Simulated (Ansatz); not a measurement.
A computed series for hypothetical diamond Sb: response to strain

The parent structure is Sb in the diamond structure (space group Fd-3m, No. 227; a hypothetical phase, not in the database extracts checked; relaxed with 0.1 eV smearing).

```yaml
crystal:
  lattice:
    - [0.00000, 3.43546, 3.43546]
    - [3.43546, 0.00000, 3.43546]
    - [3.43546, 3.43546, 0.00000]
  atoms:
    - { symbol: Sb, position: [0.75000, 0.75000, 0.75000] }
    - { symbol: Sb, position: [0.50000, 0.50000, 0.50000] }
```

Strains are applied to the cell and any free atomic positions relax.

All numbers come from plane-wave PAW DFT at the PBEsol level (Ansatz, a program for electronic structure, 420 eV), without spin-orbit coupling.

Notes on the quantities. energy relative to the base: free energy F.

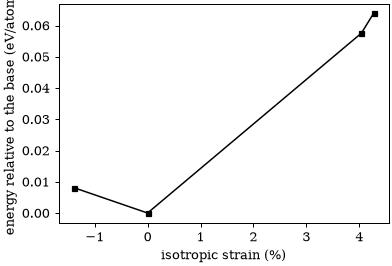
Fig. 1. Energy relative to the base against isotropic strain

### Question
From the plot, what is the energy relative to the base for isotropic strain +4.27 %?

### Answer
About 0.064 eV/atom.

### Question
Is the trend monotonic over the range shown?

### Answer
No, it turns within the range, spanning 0 meV/atom to +64 meV/atom.

No phonon test of stability was made.
